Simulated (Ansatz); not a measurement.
**Geometry relaxation, with input and output: SiH3F2**

The run: geometry relaxation of SiH3F2, multiplicity 2. Method and program: UKS PBE/def2-SVP (Ansatz 0.2.0).

The input holds or restrains some coordinates. Forces given for the steps count only the free coordinates. It belongs to a series of runs on one base structure; here: pulled along the bonds that form and break, towards end A.

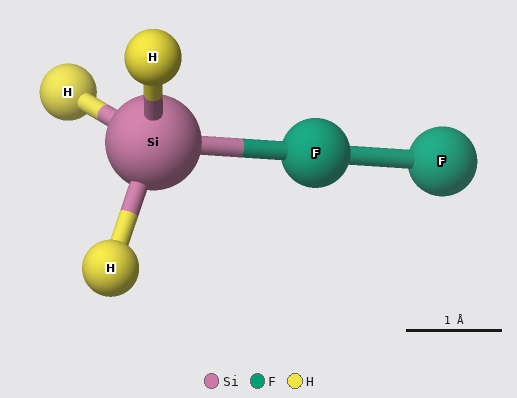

The starting structure (ball-and-stick view, seen at a tilt).

**Summary**

| quantity | value |
| --- | --- |
| outcome | converged under the restraints of the input |
| total energy | −13341.5156 eV |
| mean-field energy | −13341.5156 eV |
| ⟨S²⟩ | 0.751 |
| largest force (length of the vector) at the end, held atoms and coordinates included | 1.009 eV/Å |
| hardware | 1 thread of Arm Neoverse V2, 24 GiB of memory available, shared host |
| wall time | 25 s |
| peak memory | 0.13 GiB |

**Input file**
```yaml
crystal:
  periodic: [false, false, false]
  atoms:
    - { symbol: Si, position_ang: [0.0, 0.0, 0.0] }
    - { symbol: F, position_ang: [0.0, 0.0, 1.84] }
    - { symbol: H, position_ang: [1.3768, 0.0, -0.4862] }
    - { symbol: H, position_ang: [-0.6877, 1.1914, -0.4862] }
    - { symbol: H, position_ang: [-0.6877, -1.1914, -0.4862] }
    - { symbol: F, position_ang: [0.0, 0.0, 3.28] }
magnetization:
  spin_polarized: true
  initial_magnetization: 1
basis:
  gaussian: { orbitals: def2-SVP }
hamiltonian:
  xc: pbe
relax:
  f_tol: 0.15
  max_steps: 25
  restrain:
    - { distance: [1, 5], at: 2.34, k: 30.0 }
    - { distance: [0, 1], at: 1.59, k: 30.0 }
output:
  orbitals: {}
```

Command:
```bash
ansatz run input.yaml --threads 1 --pin off --max-ram 2048MiB --backend cpu --events-out ev --progress --plain --runs-dir out
```

**Output**
```
The last accepted step is kept in [file] (removed where the run ends without a failure and the disk answers)
Engine: ansatz 0.2.0, aarch64-unknown-linux-gnu
Functional definition: PBE
  parameter kappa = 0.804
  parameter beta = 0.06672455060314922
  exchange = pbe_x(kappa = kappa, mu = beta*pi^2/3)
  correlation = pbe_c(beta = beta)
666 factors; their error is unknown
mean field evaluation 1: about -13337.4907 eV, gradient 1.9e1 eV
mean field evaluation 2: about -13333.5998 eV, gradient 3.7e1 eV
mean field evaluation 4: about -13338.9239 eV, gradient 9.4e-1 eV
mean field evaluation 8: about -13338.9244 eV, gradient 3.8e-2 eV
mean field evaluation 16: about -13338.8734 eV, gradient 6.5e-5 eV
mean field -13338.87344094 eV, -490.1945575415 hartree, gradient 6.5e-5 eV, S^2 0.751920; 0 other end points of the search recorded, 0 dependent functions left out
the calculation of the forces begins
reference -13338.87346629 eV, -490.1945584731 hartree; 18, 17 occupied and 43, 44 virtual orbitals, 666 factors
relax step   1: F+E_penalty+E_count = -13338.87344094 eV  Δ(F+E_penalty+E_count) = +0.000e0 eV  max|allowed force component| = 1.215e1 eV/Å  E_restraint = 13.08750000 eV  max|allowed force component, restraints' pulls added| = 4.665e1 eV/Å  Δτ_max = 0.0000 Å  (28 SCF iters, accepted)
  distance F 1 - F 5 = 1.4400 Å
  distance Si 0 - F 1 = 1.8400 Å
these checks for a lower state are left out or cut short: starts, cluster_reference, orbital_swaps, neighbouring_geometries, increment
666 factors; their error is unknown
mean field -13341.19597290 eV, -490.2799090168 hartree, gradient 1.3e-5 eV, S^2 0.750910; 0 other end points of the search recorded, 0 dependent functions left out
the calculation of the forces begins
reference -13341.19599855 eV, -490.2799099594 hartree; 18, 17 occupied and 43, 44 virtual orbitals, 666 factors
relax step   2: F+E_penalty+E_count = -13341.19597290 eV  Δ(F+E_penalty+E_count) = -2.323e0 eV  max|allowed force component| = 2.992e0 eV/Å  E_restraint = 4.51673958 eV  max|allowed force component, restraints' pulls added| = 2.236e1 eV/Å  Δτ_max = 0.1949 Å  (38 SCF iters, accepted)
  distance F 1 - F 5 = 1.8019 Å
  distance Si 0 - F 1 = 1.6973 Å
these checks for a lower state are left out or cut short: starts, cluster_reference, orbital_swaps, neighbouring_geometries, increment
666 factors; their error is unknown
mean field evaluation 32: about -13341.3861 eV, gradient 1.5e-4 eV
mean field -13341.38611611 eV, -490.2868966507 hartree, gradient 9.3e-6 eV, S^2 0.750834; 0 other end points of the search recorded, 0 dependent functions left out
the calculation of the forces begins
reference -13341.38614269 eV, -490.2868976276 hartree; 18, 17 occupied and 43, 44 virtual orbitals, 666 factors
relax step   3: F+E_penalty+E_count = -13341.38611611 eV  Δ(F+E_penalty+E_count) = -1.901e-1 eV  max|allowed force component| = 3.114e0 eV/Å  E_restraint = 0.54307494 eV  max|allowed force component, restraints' pulls added| = 5.808e0 eV/Å  Δτ_max = 0.1949 Å  (40 SCF iters, accepted)
  distance F 1 - F 5 = 2.1514 Å
  distance Si 0 - F 1 = 1.5649 Å
these checks for a lower state are left out or cut short: starts, cluster_reference, orbital_swaps, neighbouring_geometries, increment
666 factors; their error is unknown
mean field -13341.51553485 eV, -490.2916527015 hartree, gradient 3.4e-7 eV, S^2 0.750816; 0 other end points of the search recorded, 0 dependent functions left out
the calculation of the forces begins
reference -13341.51556165 eV, -490.2916536866 hartree; 18, 17 occupied and 43, 44 virtual orbitals, 666 factors
relax step   4: F+E_penalty+E_count = -13341.51553485 eV  Δ(F+E_penalty+E_count) = -1.294e-1 eV  max|allowed force component| = 1.009e0 eV/Å  E_restraint = 0.01237096 eV  max|allowed force component, restraints' pulls added| = 1.487e-1 eV/Å  Δτ_max = 0.2000 Å  (77 SCF iters, accepted)
  distance F 1 - F 5 = 2.3325 Å
  distance Si 0 - F 1 = 1.6177 Å
666 factors; their error is unknown
mean field evaluation 64: about -13341.5155 eV, gradient 4.4e-5 eV
mean field evaluation 96: about -13341.3402 eV, gradient 2.2e-2 eV
mean field evaluation 128: about -13341.5155 eV, gradient 2.4e-6 eV
mean field evaluation 160: about -13341.1729 eV, gradient 2.9e0 eV
```

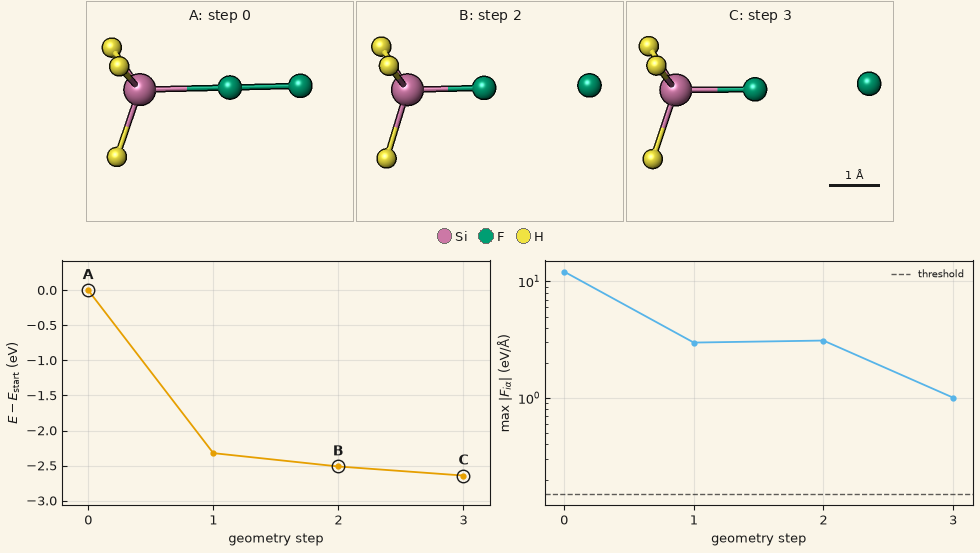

Frames of the restrained relaxation (ball-and-stick view, seen at a tilt) above the curves, on which the letters mark them (the first geometry is step 0 here and step 1 in the log).

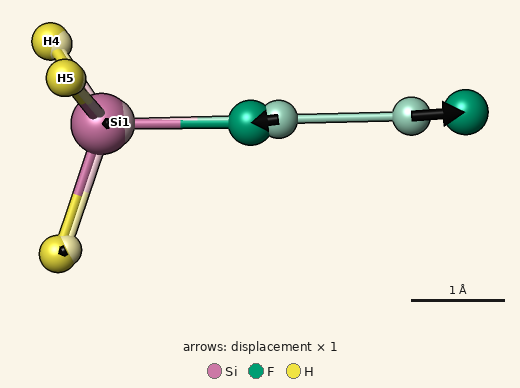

Start (faint) and end (solid) with the displacements as black arrows, at true length (ball-and-stick view, seen at a tilt). The two geometries are laid on each other by the best rigid fit. The energy falls by 2.642 eV in 3 geometry steps. Largest force component: 12 eV/Å at the start, 1 eV/Å at the end. F6 moves most after the best rigid fit: 0.59 Å. By element the largest moves are F 0.59 Å, H 0.10 Å, Si 0.08 Å. Among the contacts that change: F2–F6 1.440 → 2.332 Å, Si1–F2 1.840 → 1.618 Å, Si1–H3 1.460 → 1.497 Å. (Atoms are counted from 1 in the order of the input.)

```
mean field -13341.51553485 eV, -490.2916527015 hartree, gradient 3.4e-7 eV, S^2 0.750816; 13 other end points of the search recorded, 0 dependent functions left out
the calculation of the forces begins
reference -13341.51556165 eV, -490.2916536866 hartree; 18, 17 occupied and 43, 44 virtual orbitals, 666 factors
Total energy: -13341.51556165 eV, -490.2916536866 hartree
Atom 0 at     0.003189    -0.000000    -0.081108 Å, force    -0.011084    -0.000000    -0.854173 eV/Å
Atom 1 at     0.031611    -0.000001     1.536360 Å, force     0.025890     0.000000     1.008606 eV/Å
Atom 2 at     1.417139     0.000000    -0.573529 Å, force     0.052622    -0.000000    -0.029902 eV/Å
Atom 3 at    -0.712493     1.230578    -0.544235 Å, force    -0.030960     0.043690    -0.023961 eV/Å
Atom 4 at    -0.712493    -1.230578    -0.544235 Å, force    -0.030960    -0.043690    -0.023961 eV/Å
Atom 5 at    -0.025552     0.000000     3.868147 Å, force    -0.005509    -0.000000    -0.076610 eV/Å
Dipole moment:    -0.004100    -0.000000    -0.378260 e Å
```

**Trajectory as extended XYZ (Å, eV, eV/Å), 4 frames, from step=1 to step=4**
```
6
Properties=species:S:1:pos:R:3:forces:R:3 step=1 energy=-13338.87344
Si    0.0000    0.0000    0.0000    0.0217   0.0000   1.2376
F     0.0000    0.0000    1.8400   -0.0004   0.0000 -12.1490
H     1.3768    0.0000   -0.4862    0.7697   0.0000  -0.0339
H    -0.6877    1.1914   -0.4862   -0.3955   0.6852  -0.0410
H    -0.6877   -1.1914   -0.4862   -0.3955  -0.6852  -0.0410
F     0.0000    0.0000    3.2800    0.0000   0.0000  11.0272
6
Properties=species:S:1:pos:R:3:forces:R:3 step=2 energy=-13341.19597
Si    0.0002    0.0000   -0.0243    0.0109   0.0000   1.1797
F     0.0000    0.0000    1.6731    0.0001   0.0000  -2.9918
H     1.3923    0.0000   -0.4874    0.5807   0.0000  -0.0952
H    -0.6956    1.2050   -0.4875   -0.2959   0.5131  -0.0990
H    -0.6956   -1.2050   -0.4875   -0.2959  -0.5131  -0.0990
F     0.0000    0.0000    3.4749    0.0000   0.0000   2.1052
6
Properties=species:S:1:pos:R:3:forces:R:3 step=3 energy=-13341.38612
Si    0.0003    0.0000   -0.0465    0.0032   0.0000  -2.5585
F     0.0001    0.0000    1.5184   -0.0003   0.0000   3.1135
H     1.4084    0.0000   -0.4933    0.3896   0.0000  -0.2339
H    -0.7037    1.2191   -0.4935   -0.1963   0.3410  -0.2355
H    -0.7037   -1.2191   -0.4935   -0.1963  -0.3410  -0.2355
F     0.0000    0.0000    3.6698    0.0001   0.0000   0.1498
6
Properties=species:S:1:pos:R:3:forces:R:3 step=4 energy=-13341.51554
Si    0.0032    0.0000   -0.0811   -0.0111   0.0000  -0.8542
F     0.0316    0.0000    1.5364    0.0259   0.0000   1.0086
H     1.4171    0.0000   -0.5735    0.0526   0.0000  -0.0299
H    -0.7125    1.2306   -0.5442   -0.0310   0.0437  -0.0240
H    -0.7125   -1.2306   -0.5442   -0.0310  -0.0437  -0.0240
F    -0.0256    0.0000    3.8681   -0.0055   0.0000  -0.0766
```

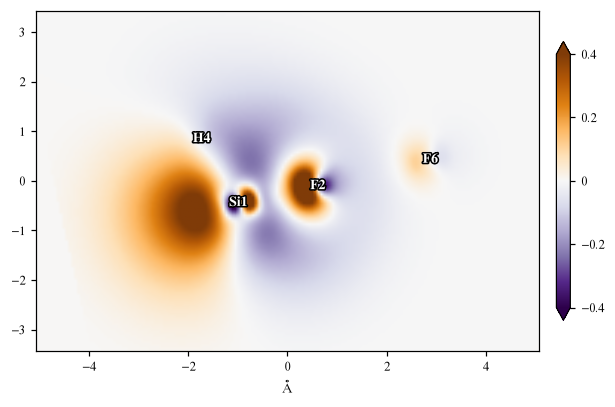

The LUMO (α) on the plane of atoms F2, Si1 and H4 (values in Å⁻³ᐟ²; the overall sign is arbitrary). It lies mainly on Si1 (65 %) and F2 (15 %). Its energy is −0.70 eV.

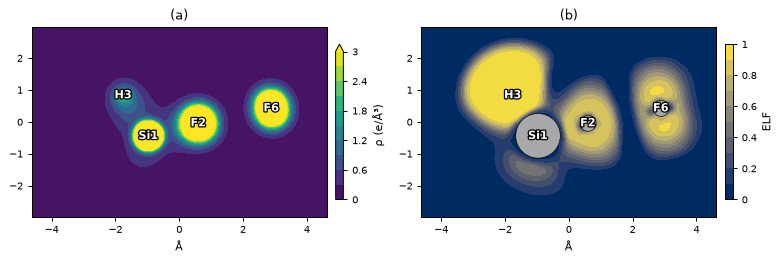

(a) electron density; (b) electron localisation function on the plane of atoms F2, Si1 and H3. Grey discs, where drawn, cover atomic cores. Atoms in the plane: Si, F and H. F2···F6 (2.33 Å): ρ is about 0.13 e/Å³ halfway; the ELF is only about 0.05 between them. Si–H (1.50 Å): ρ is about 0.78 e/Å³ halfway; the ELF climbs to about 1 towards the hydrogen, as it does in any bond to H.

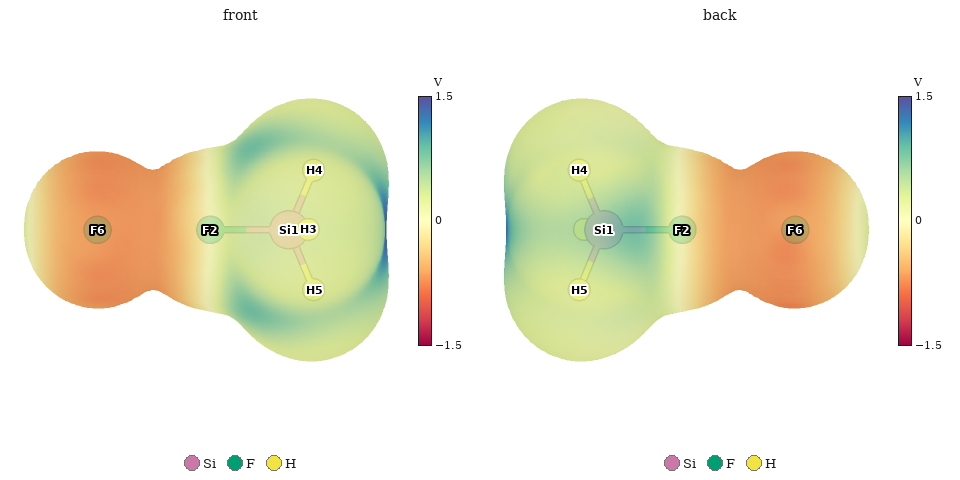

The molecular electrostatic potential painted on the density surface at 0.001 e/bohr³, seen at a tilt and from behind; the colour scale runs from red (negative) to blue (positive). A positive charge is drawn to the negative regions and a negative charge to the positive ones.
